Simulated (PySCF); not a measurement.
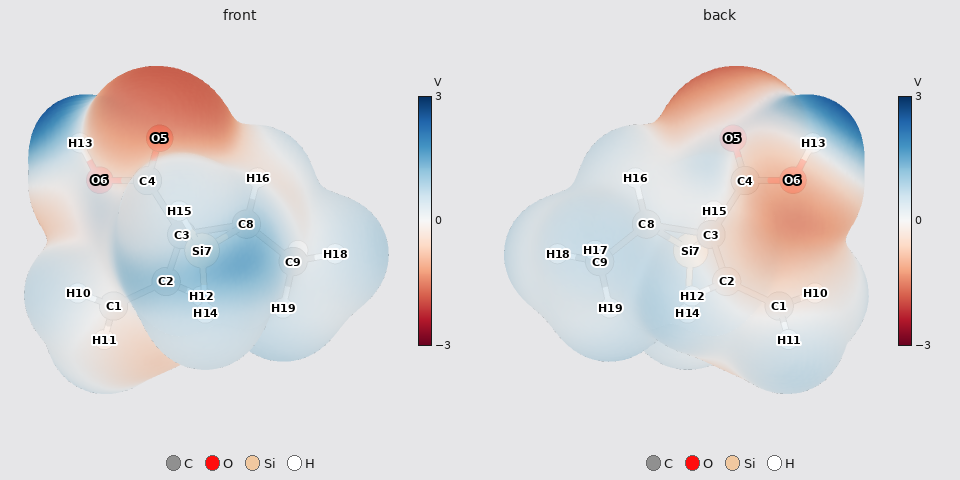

The picture shows: C6H10O2Si. The molecular electrostatic potential painted on the density surface at 0.002 e/bohr³, seen from the front and from behind; the colour scale runs from red (negative) to blue (positive).

Geometry: GFN2-xTB.

Computed with PySCF, PBE0/pcSseg-1, SCF density, gas phase, non-relativistic.

The calculation's input:

```
{"job": {"kind": "nmr", "xc": "PBE0", "basis": "pcSseg-1"}, "charge": 0, "multiplicity": 1}
C     -2.110106    -0.861464    -0.963606
C     -0.861873    -0.419018    -0.986034
C     -0.174310     0.207500     0.150665
C     -0.772653     1.373894     0.784505
O     -0.229044     1.999633     1.676240
O     -1.999607     1.715068     0.346768
Si     0.641541    -0.839905     1.580634
C      1.367744     0.226735     0.221482
C      2.146987    -0.358963    -0.932706
H     -2.720184    -0.795692    -0.079140
H     -2.573781    -1.289019    -1.835643
H     -0.282369    -0.513056    -1.894924
H     -2.307052     2.486531     0.846713
H      0.594189    -2.266323     1.303483
H      0.470591    -0.354648     2.929976
H      1.742395     1.203522     0.513397
H      2.047235     0.266744    -1.820289
H      3.203111    -0.408649    -0.673893
H      1.807383    -1.363640    -1.175090
```

Run with:

```sh
OMP_NUM_THREADS=1 python probes_run.py task.json out
```

Q: Which sites attract a positive test charge, and which a negative one?

A: A positive charge is drawn to the negative regions and a negative charge to the positive ones. The most negative region (about −1.8 V) lies over O5, the most positive (about +2.3 V) over H13. O5 is the likeliest acceptor of a hydrogen bond.
